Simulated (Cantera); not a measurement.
Feed: 1 mol AlN, 0.074 mol C, 0.12 mol N2, equilibrated at 5200 Pa.

Cantera equilibrium calculation (NASA polynomials, part measured and part estimated; ideal gas, pure solids and liquids). Candidate condensed phases: Al, AlN, C; 16 gas species. The numbers say what is thermodynamically allowed, not how fast it happens.

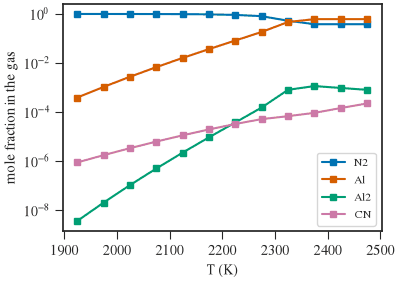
Figure. Equilibrium gas composition (values under 1e-9 drawn at 1e-9)

Problem. Read off the mole fractions at 2225 K.

Solution. N2 about 0.92, Al about 0.083, Al2 about 3.8e-5, CN about 3.3e-5.
